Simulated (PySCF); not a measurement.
**C2H4S, SMILES `C1SC1`: what the electrons do**

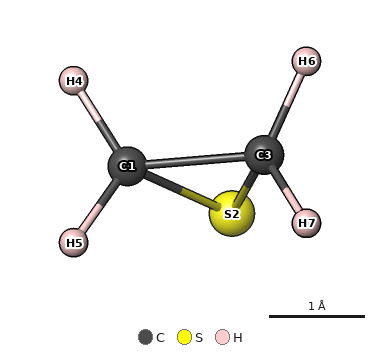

The molecule, with its atoms numbered as below. No frequency check shows the geometry to be a minimum.

Coordinates in Å:

```
C1       0.7866   -0.7401    0.0000
S2      -0.8535   -0.0000   -0.0000
C3       0.7866    0.7400    0.0000
H4       1.0542   -1.2598    0.9098
H5       1.0545   -1.2596   -0.9098
H6       1.0540    1.2600    0.9098
H7       1.0543    1.2598   -0.9098
```

Part 1: Bonding charge

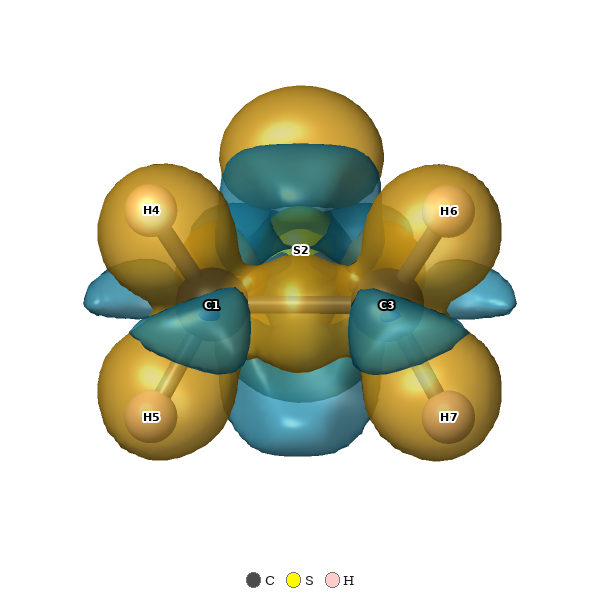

Deformation density (molecule less spherical, spin-averaged free atoms at the same positions), surfaces at ±0.05 e/Å³; yellow: gain, teal: loss.

Computed with PySCF, r2SCAN/6-31G*, geometry: GFN2-xTB.

Question: Describe the bonding that the map shows.

Answer: C1–H5, C1–H4, C3–H7 and C3–H6: +0.66 e/Å³ at the bond critical point (bond length 1.08 Å, Mayer order 0.9). C1–C3: +0.41 e/Å³ at the bond critical point (bond length 1.48 Å, Mayer order 1.0). C1–S2 and S2–C3: +0.11 e/Å³ at the bond critical point (bond length 1.80 Å, Mayer order 1.0). In all, 1.4 electrons gather in the regions of gain relative to the promolecule. A small or negative value marks a very polar bond, one between electron-rich atoms, whose free-atom densities already overlap strongly, a long bond to a heavier atom, or a closed-shell contact such as a hydrogen bond.

Part 2: Electrostatic potential

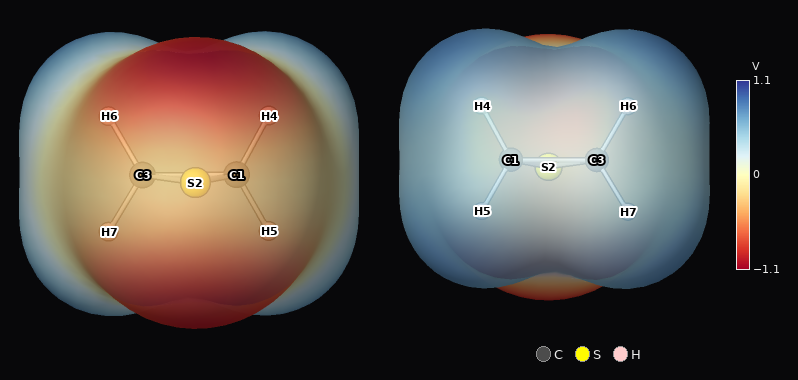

Electrostatic potential on the surface of electron density 0.001 a.u. (back view left, front view right).

Question: Where are the extremes of the potential on the surface?

Answer: Highest: 0.81 V, 1.3 Å from H4, and at like points elsewhere. Lowest: −1.03 V, 2.3 Å from S2, and at like points elsewhere. Further minima include 0.17 V, off the C1–C3 bond (2.0 to 2.1 Å from its atoms). The surface is sampled at points, so like sites can differ by a few per cent and only the strongest of them is named.

Question: What volume does the surface enclose, and what is the dipole moment?

Answer: About 80 Å³; the dipole moment is 2.1 D.

Part 3: Excited states

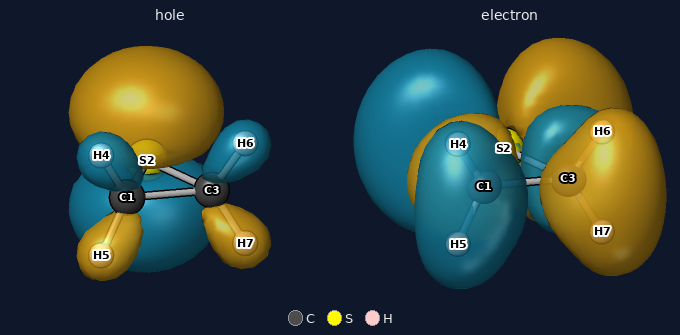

Leading natural transition orbital pair of T₁ (full linear response triplet states); the surfaces enclose about 85 % of each orbital's density.

PySCF calculation, B3LYP/def2-SVPD, gas phase; geometry: GFN2-xTB.

Question: Where does the state lie, and where do hole and electron sit?

Answer: 4.39 eV (283 nm), spin-forbidden from the singlet ground state, partly diffuse acceptor orbital; the leading pair carries 100 %; hole on S2 (83 %), electron on S2 (54 %) and C1 and C3 (17 % each) (atom shares of so diffuse an orbital are rough); their centroids lie 0.4 Å apart. In canonical orbitals it is mainly HOMO → LUMO (96 %). The HOMO–LUMO gap is 6.22 eV.

Part 4: Localised orbitals

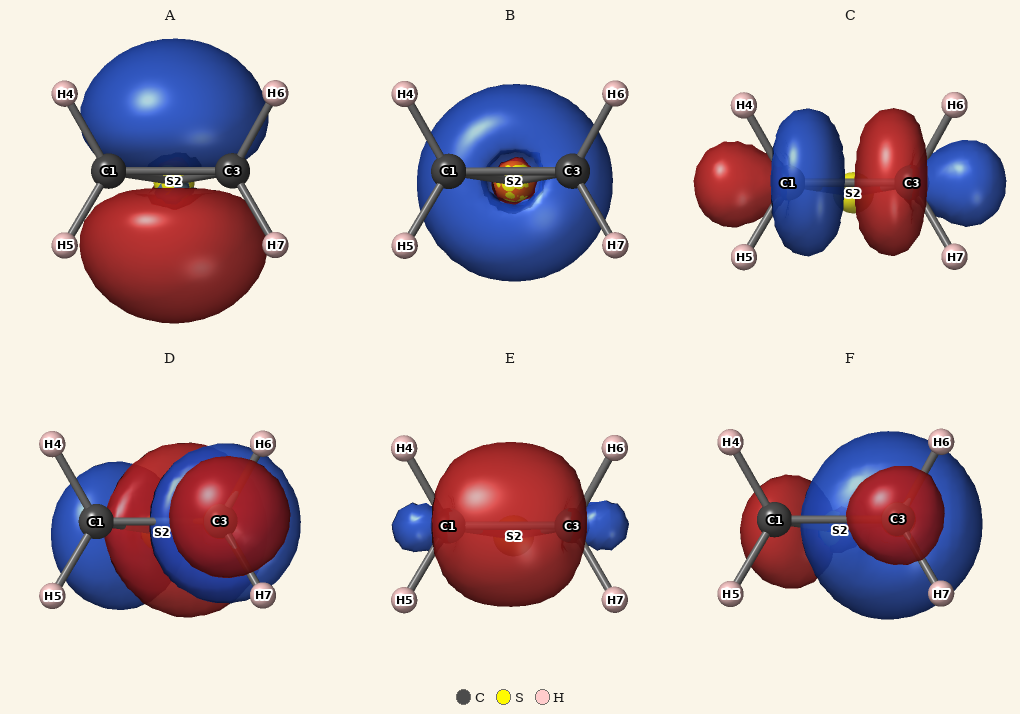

Intrinsic bond orbitals (IBO), occupied and valence-virtual; each surface holds about 80 % of the orbital's density. Energies are diagonal elements of the Fock matrix.

PySCF calculation, PBE0/def2-TZVP, gas phase; geometry: GFN2-xTB.

Question: What does each orbital represent in a Lewis picture?

Answer: By panel:
- A: lone pair on S2 (p-type) (S2 98 %; −6.9 eV)
- B: lone pair on S2 (s-type) (S2 100 %; −14.9 eV)
- C: σ* orbital C1–C3 (C1 50 %, C3 50 %; 9.7 eV)
- D: σ* orbital C3–S2 (C3 51 %, S2 49 %; 3.3 eV)
- E: σ bond C3–C1 (C3 50 %, C1 50 %; −15.6 eV)
- F: σ bond S2–C3 (S2 51 %, C3 48 %; −13.2 eV)
